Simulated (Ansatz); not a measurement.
**C4H9F (1-fluorobutane): a chain of runs**

Wanted: a series of 59 runs (HF/STO-3G, UHF/STO-3G, HF/3-21G, UHF/3-21G, HF/6-31G, UHF/6-31G, HF/6-31G*, UHF/6-31G*, and more) of C4H9F and its partners. 

Program for the calculation: Ansatz 0.2.0.

**1. The molecule**

C4H9F: 14 atoms, total charge 0, spin state singlet. SMILES: `CCCCF`. The shape is that of a PBE0-D4/def2-TZVP optimisation. This is one conformer, not always the lowest.

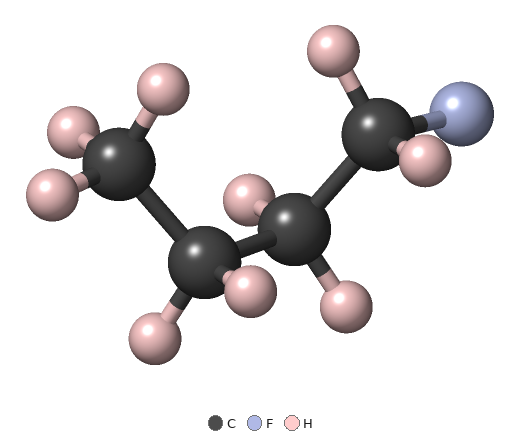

The structure, seen from a chosen angle (carbon dark grey, fluorine light blue, hydrogen pink).

**2. A single-point energy at HF/STO-3G (start density atoms) (run 1)**

Contents of molecule.yaml:

```yaml
crystal:
  periodic: [false, false, false]
  atoms:
    - {symbol: C, position_ang: [-1.462120, -0.659550, -0.456040]}
    - {symbol: C, position_ang: [-0.009050, -0.512810, -0.881930]}
    - {symbol: C, position_ang: [0.720660, 0.653560, -0.225970]}
    - {symbol: C, position_ang: [0.875670, 0.491860, 1.265500]}
    - {symbol: F, position_ang: [1.615220, 1.543050, 1.783150]}
    - {symbol: H, position_ang: [-1.956770, -1.455360, -1.017060]}
    - {symbol: H, position_ang: [-2.017560, 0.265850, -0.633550]}
    - {symbol: H, position_ang: [-1.558110, -0.903360, 0.604550]}
    - {symbol: H, position_ang: [0.034600, -0.378220, -1.966670]}
    - {symbol: H, position_ang: [0.531960, -1.443270, -0.673530]}
    - {symbol: H, position_ang: [0.188590, 1.589580, -0.427380]}
    - {symbol: H, position_ang: [1.719820, 0.755940, -0.660170]}
    - {symbol: H, position_ang: [-0.088490, 0.489070, 1.781690]}
    - {symbol: H, position_ang: [1.405570, -0.436330, 1.507400]}
basis:
  gaussian:
    orbitals: STO-3G
hamiltonian:
  xc: hf
total_charge: 0
```

The run is started by

```
ansatz run molecule.yaml --threads 1 --pin off --max-ram 3480MiB --events-out events.jsonl --progress --plain --runs-dir runs
```

Standard output:

```text
Warning: RAYON_NUM_THREADS=1 ignored (pool sized by the plan → 1); use --threads N
Functional definition: HF
  name "HF"
  exchange = exact_x
  correlation = 0
487 factors; integrals over basis functions are off by at most 4.2e-5 eV
mean field evaluation 1: about -6879.4966 eV, gradient 2.3e1 eV
mean field evaluation 2: about -6879.8272 eV, gradient 2.3e1 eV
mean field evaluation 4: about -6882.0137 eV, gradient 1.5e0 eV
mean field evaluation 8: about -6882.0226 eV, gradient 1.8e-5 eV
mean field -6882.02257547 eV, -252.9096648460 hartree, gradient 8.2e-5 eV, S^2 0.000000; 0 other end points of the search recorded, 0 dependent functions left out
reference -6882.02257547 eV, -252.9096648460 hartree; 21, 21 occupied and 13, 13 virtual orbitals, 487 factors
Total energy: -6882.02257547 eV, -252.9096648460 hartree
```

Run time: 0.26 s. Hardware: 1 thread of Arm Neoverse V1, shared host.

**3. The triplet: a single-point energy at UHF/STO-3G (start density atoms) (run 2)**

Edit molecule.yaml of step 2 so:

```diff
@@ -18,6 +18,4 @@
 basis:
-  gaussian:
-    orbitals: STO-3G
-hamiltonian:
-  xc: hf
-total_charge: 0
+  gaussian: {orbitals: STO-3G}
+magnetization: {spin_polarized: true, initial_magnetization: 2}
+hamiltonian: {xc: hf}
```

The run is started by

```
ansatz run molecule.yaml --threads 1 --pin off --max-ram 3480MiB --events-out events.jsonl --progress --plain --runs-dir runs
```

Standard output:

```text
Warning: RAYON_NUM_THREADS=1 ignored (pool sized by the plan → 1); use --threads N
[... 4 set-up lines as earlier in the session ...]
487 factors; integrals over basis functions are off by at most 4.2e-5 eV
mean field evaluation 1: about -6864.2303 eV, gradient 1.7e1 eV
mean field evaluation 2: about -6864.7062 eV, gradient 1.7e1 eV
mean field evaluation 4: about -6870.4518 eV, gradient 6.5e0 eV
mean field evaluation 8: about -6871.7869 eV, gradient 2.8e-1 eV
mean field evaluation 16: about -6871.7890 eV, gradient 1.1e-2 eV
mean field evaluation 32: about -6871.8089 eV, gradient 2.0e-5 eV
mean field evaluation 64: about -6871.7981 eV, gradient 2.1e-2 eV
mean field evaluation 96: about -6863.1565 eV, gradient 9.7e0 eV
mean field evaluation 128: about -6871.7890 eV, gradient 1.1e-2 eV
mean field -6871.80893238 eV, -252.5343203855 hartree, gradient 7.6e-6 eV, S^2 2.007614; 3 other end points of the search recorded, 0 dependent functions left out
reference -6871.80893238 eV, -252.5343203855 hartree; 22, 20 occupied and 12, 14 virtual orbitals, 487 factors
Total energy: -6871.80893238 eV, -252.5343203855 hartree
```

Run time: 1 s. Hardware: 1 thread of Arm Neoverse V1, shared host.

Runs 3 to 23 aren't shown in full; the table further down has their settings and results.

**4. The F atom: a single-point energy at UHSE06/6-31G(d) (Cartesian functions, start density atoms, xc omega 0.1) (run 24)**

Contents of job.yaml:

```yaml
crystal:
  periodic: [false, false, false]
  atoms:
    - {symbol: F, position_ang: [0.000000, 0.000000, 0.000000]}
basis:
  gaussian: {orbitals: "6-31G*"}
magnetization: {spin_polarized: true, initial_magnetization: 1}
hamiltonian: {xc: {name: HSE06, parameters: {omega: 0.1/bohr}}}
```

The run is started by

```
ansatz run job.yaml --threads 1 --pin off --max-ram 3480MiB --events-out events.jsonl --progress --plain --runs-dir runs
```

Standard output:

```text
Warning: RAYON_NUM_THREADS=1 ignored (pool sized by the plan → 1); use --threads N
Functional definition: HSE06
  name "HSE06"
  parameter a = 0.25
  parameter omega = 0.11/bohr
  exchange = pbe_x - a*pbe_x_sr(omega) + a*exact_x_sr(omega)
  correlation = pbe_c
  with omega = 0.1/bohr from the input
117 factors; their error is unknown
13 factors; integrals over basis functions are off by at most 5.7e-7 eV
mean field evaluation 1: about -2710.7624 eV, gradient 4.0e0 eV
mean field evaluation 2: about -2710.8093 eV, gradient 1.7e0 eV
mean field evaluation 4: about -2710.8173 eV, gradient 1.6e-2 eV
mean field evaluation 8: about -2710.8208 eV, gradient 1.4e-4 eV
mean field -2710.82083229 eV, -99.6208281262 hartree, gradient 4.4e-6 eV, S^2 0.751121; 0 other end points of the search recorded, 0 dependent functions left out
reference -2710.82083570 eV, -99.6208282518 hartree; 5, 4 occupied and 10, 11 virtual orbitals, 117 factors
Total energy: -2710.82083570 eV, -99.6208282518 hartree
```

Wall time 0.26 s (1 thread of Arm Neoverse V1, shared host).

Runs 25 to 58 aren't shown in full; the table further down has their settings and results.

**5. The doublet anion: the energy at UB3LYP/def2-TZVP (start density atoms) (run 59)**

Contents of in.yaml:

```yaml
crystal:
  periodic: [false, false, false]
  atoms:
    - {symbol: C, position_ang: [-1.462120, -0.659550, -0.456040]}
    - {symbol: C, position_ang: [-0.009050, -0.512810, -0.881930]}
    - {symbol: C, position_ang: [0.720660, 0.653560, -0.225970]}
    - {symbol: C, position_ang: [0.875670, 0.491860, 1.265500]}
    - {symbol: F, position_ang: [1.615220, 1.543050, 1.783150]}
    - {symbol: H, position_ang: [-1.956770, -1.455360, -1.017060]}
    - {symbol: H, position_ang: [-2.017560, 0.265850, -0.633550]}
    - {symbol: H, position_ang: [-1.558110, -0.903360, 0.604550]}
    - {symbol: H, position_ang: [0.034600, -0.378220, -1.966670]}
    - {symbol: H, position_ang: [0.531960, -1.443270, -0.673530]}
    - {symbol: H, position_ang: [0.188590, 1.589580, -0.427380]}
    - {symbol: H, position_ang: [1.719820, 0.755940, -0.660170]}
    - {symbol: H, position_ang: [-0.088490, 0.489070, 1.781690]}
    - {symbol: H, position_ang: [1.405570, -0.436330, 1.507400]}
basis:
  gaussian:
    orbitals: def2-TZVP
total_charge: -1
magnetization:
  spin_polarized: true
  initial_magnetization: 1
hamiltonian:
  xc: {name: B3LYP}
```

The run is started by

```
ansatz run in.yaml --threads 1 --pin off --max-ram 3480MiB --events-out events.jsonl --progress --plain --runs-dir runs
```

Standard output:

```text
Warning: RAYON_NUM_THREADS=1 ignored (pool sized by the plan → 1); use --threads N
Functional definition: B3LYP
  name "B3LYP"
  parameter a0 = 0.2
  parameter ax = 0.72
  parameter ac = 0.81
  exchange = (1 - a0 - ax)*slater_x + ax*b88_x + a0*exact_x
  correlation = (1 - ac)*vwn_rpa_c + ac*lyp_c
1272 factors; their error is unknown
mean field evaluation 1: about -7005.6064 eV, gradient 3.8e1 eV
mean field evaluation 2: about -6998.9728 eV, gradient 5.3e1 eV
mean field evaluation 4: about -7012.7109 eV, gradient 2.8e0 eV
mean field evaluation 8: about -7012.7375 eV, gradient 6.3e-2 eV
mean field evaluation 16: about -7012.7098 eV, gradient 6.5e-3 eV
mean field evaluation 32: about -7012.4445 eV, gradient 1.7e0 eV
mean field -7012.70979100 eV, -257.7123314337 hartree, gradient 2.5e-5 eV, S^2 0.750472; 4 other end points of the search recorded, 0 dependent functions left out
reference -7012.71007023 eV, -257.7123416953 hartree; 22, 21 occupied and 187, 188 virtual orbitals, 1272 factors
Total energy: -7012.71007023 eV, -257.7123416953 hartree
```

Wall time 26 s (1 thread of Arm Neoverse V1, shared host); peak memory 0.59 GiB.

**6. All runs side by side**

```tsv
run	level	task	Cartesian functions	partner	energy (Eh)	wall time
1	HF/STO-3G (start density atoms)	energy	no	base	-252.909665	0.26 s
2	UHF/STO-3G (start density atoms)	energy	no	triplet	-252.534320	1 s
3	HF/3-21G (start density atoms)	energy	no	base	-254.745587	0.44 s
4	UHF/3-21G (start density atoms)	energy	no	triplet	-254.367582	4.8 s
5	HF/6-31G (start density atoms)	energy	no	base	-256.055872	0.72 s
6	UHF/6-31G (start density atoms)	energy	no	triplet	-255.679567	6.9 s
7	HF/6-31G* (spherical functions, start density atoms)	energy	no	base	-256.142451	1 s
8	UHF/6-31G* (spherical functions, start density atoms)	energy	no	triplet	-255.754228	14 s
9	HF/6-31G** (spherical functions, start density atoms)	energy	no	base	-256.157448	0.91 s
10	UHF/6-31G** (spherical functions, start density atoms)	energy	no	triplet	-255.770108	22 s
11	HF/6-311G** (start density atoms)	energy	no	base	-256.215601	1.2 s
12	UHF/6-311G** (start density atoms)	energy	no	triplet	-255.857501	54 s
13	HF/6-311+G** (start density atoms)	energy	no	base	-256.220141	1.8 s
14	UHF/6-311+G** (start density atoms)	energy	no	triplet	-255.889010	80 s
15	SVWN5/pc-0 (start density atoms)	gradient	no	base	-254.843557	1.7 s
16	SVWN5/pc-1 (start density atoms)	gradient	no	base	-255.495822	2.8 s
17	SVWN5/pc-2 (start density atoms)	gradient	no	base	-255.657634	6.9 s
18	HSE06/6-31G* (Cartesian functions, start density atoms, xc omega 0.05)	energy	yes	base	-257.377055	3.9 s
19	UHSE06/6-31G* (Cartesian functions, start density atoms, xc omega 0.05)	energy	yes	atoms	-37.791663	0.24 s
20	UHSE06/6-31G* (Cartesian functions, start density atoms, xc omega 0.05)	energy	yes	atoms	-99.621190	0.24 s
21	UHSE06/6-31G* (spherical functions, start density atoms, xc omega 0.05)	energy	no	atoms	-0.498958	0.12 s
22	HSE06/6-31G* (Cartesian functions, start density atoms, xc omega 0.1)	energy	yes	base	-257.373801	3.9 s
23	UHSE06/6-31G* (Cartesian functions, start density atoms, xc omega 0.1)	energy	yes	atoms	-37.791249	0.24 s
24	UHSE06/6-31G* (Cartesian functions, start density atoms, xc omega 0.1)	energy	yes	atoms	-99.620828	0.26 s
25	UHSE06/6-31G* (spherical functions, start density atoms, xc omega 0.1)	energy	no	atoms	-0.498861	0.12 s
26	HSE06/6-31G* (Cartesian functions, start density atoms, xc omega 0.15)	energy	yes	base	-257.368711	3.9 s
27	UHSE06/6-31G* (Cartesian functions, start density atoms, xc omega 0.15)	energy	yes	atoms	-37.790532	0.24 s
28	UHSE06/6-31G* (Cartesian functions, start density atoms, xc omega 0.15)	energy	yes	atoms	-99.620086	0.24 s
29	UHSE06/6-31G* (spherical functions, start density atoms, xc omega 0.15)	energy	no	atoms	-0.498673	0.12 s
30	HSE06/6-31G* (Cartesian functions, start density atoms, xc omega 0.2)	energy	yes	base	-257.362735	4.2 s
31	UHSE06/6-31G* (Cartesian functions, start density atoms, xc omega 0.2)	energy	yes	atoms	-37.789645	0.24 s
32	UHSE06/6-31G* (Cartesian functions, start density atoms, xc omega 0.2)	energy	yes	atoms	-99.618995	0.24 s
33	UHSE06/6-31G* (spherical functions, start density atoms, xc omega 0.2)	energy	no	atoms	-0.498422	0.14 s
34	HSE06/6-31G* (Cartesian functions, start density atoms, xc omega 0.3)	energy	yes	base	-257.350865	3.9 s
35	UHSE06/6-31G* (Cartesian functions, start density atoms, xc omega 0.3)	energy	yes	atoms	-37.787868	0.32 s
36	UHSE06/6-31G* (Cartesian functions, start density atoms, xc omega 0.3)	energy	yes	atoms	-99.616109	0.24 s
37	UHSE06/6-31G* (spherical functions, start density atoms, xc omega 0.3)	energy	no	atoms	-0.497878	0.14 s
38	HSE06/6-31G* (Cartesian functions, start density atoms, xc omega 0.4)	energy	yes	base	-257.341496	4.5 s
39	UHSE06/6-31G* (Cartesian functions, start density atoms, xc omega 0.4)	energy	yes	atoms	-37.786556	0.32 s
40	UHSE06/6-31G* (Cartesian functions, start density atoms, xc omega 0.4)	energy	yes	atoms	-99.612892	0.24 s
41	UHSE06/6-31G* (spherical functions, start density atoms, xc omega 0.4)	energy	no	atoms	-0.497432	0.14 s
42	HSE06/6-31G* (Cartesian functions, start density atoms, xc omega 0.5)	energy	yes	base	-257.335592	4.5 s
43	UHSE06/6-31G* (Cartesian functions, start density atoms, xc omega 0.5)	energy	yes	atoms	-37.785837	0.4 s
44	UHSE06/6-31G* (Cartesian functions, start density atoms, xc omega 0.5)	energy	yes	atoms	-99.609908	0.24 s
45	UHSE06/6-31G* (spherical functions, start density atoms, xc omega 0.5)	energy	no	atoms	-0.497145	0.14 s
46	HSE06/6-31G* (Cartesian functions, start density atoms, xc omega 0.7)	energy	yes	base	-257.332794	4.2 s
47	UHSE06/6-31G* (Cartesian functions, start density atoms, xc omega 0.7)	energy	yes	atoms	-37.785631	0.4 s
48	UHSE06/6-31G* (Cartesian functions, start density atoms, xc omega 0.7)	energy	yes	atoms	-99.605749	0.24 s
49	UHSE06/6-31G* (spherical functions, start density atoms, xc omega 0.7)	energy	no	atoms	-0.496939	0.14 s
50	HSE06/6-31G* (Cartesian functions, start density atoms, xc omega 1)	energy	yes	base	-257.339242	4.5 s
51	UHSE06/6-31G* (Cartesian functions, start density atoms, xc omega 1)	energy	yes	atoms	-37.786095	0.42 s
52	UHSE06/6-31G* (Cartesian functions, start density atoms, xc omega 1)	energy	yes	atoms	-99.604335	0.34 s
53	UHSE06/6-31G* (spherical functions, start density atoms, xc omega 1)	energy	no	atoms	-0.497021	0.14 s
54	B3LYP/def2-SV(P) (start density atoms)	energy	no	base	-257.473058	3.6 s
55	UB3LYP/def2-SV(P) (start density atoms)	energy	no	anion	-257.360990	12 s
56	B3LYP/def2-SVP (start density atoms)	energy	no	base	-257.493911	4.2 s
57	UB3LYP/def2-SVP (start density atoms)	energy	no	anion	-257.381970	11 s
58	B3LYP/def2-TZVP (start density atoms)	energy	no	base	-257.796860	8.1 s
59	UB3LYP/def2-TZVP (start density atoms)	energy	no	anion	-257.712342	26 s
```

**7. Summary of results**

```
                                                           quantity          value
                                doublet anion, run 59: total energy  -257.71234 Eh
                                        doublet anion, run 59: ⟨S²⟩          0.750
vertical electron affinity (to the doublet anion), B3LYP/def2-SV(P)      -3.050 eV
  vertical electron affinity (to the doublet anion), B3LYP/def2-SVP      -3.046 eV
 vertical electron affinity (to the doublet anion), B3LYP/def2-TZVP      -2.300 eV
         vertical energy of the triplet above the singlet, HF/6-31G      10.240 eV
        vertical energy of the triplet above the singlet, HF/6-31G*      10.564 eV
       vertical energy of the triplet above the singlet, HF/6-31G**      10.540 eV
      vertical energy of the triplet above the singlet, HF/6-311G**       9.744 eV
     vertical energy of the triplet above the singlet, HF/6-311+G**       9.011 eV
```

In words: At B3LYP/def2-SV(P): the anion lies 3.05 eV (70 kcal/mol) above the neutral: the electron isn't bound at this level, and such a value depends on the basis. Without diffuse functions anions come out too high. At B3LYP/def2-SVP: the anion lies 3.05 eV (294 kJ/mol) above the neutral: the electron isn't bound at this level, and such a value depends on the basis. At B3LYP/def2-TZVP: the anion lies 2.30 eV (222 kJ/mol) above the neutral: the electron isn't bound at this level, and such a value depends on the basis. At HF/6-31G: at this shape the triplet lies 10.24 eV (988 kJ/mol) above the singlet. At HF/6-31G*: at this shape the triplet lies 10.56 eV (1019 kJ/mol) above the singlet. At HF/6-31G**: at this shape the triplet lies 10.54 eV (1017 kJ/mol) above the singlet. Totals of different functionals can't be ranked against each other. In runs 1, 2 the basis is minimal, so the values are rough. All runs together took 5.2 min, the longest 80 s.
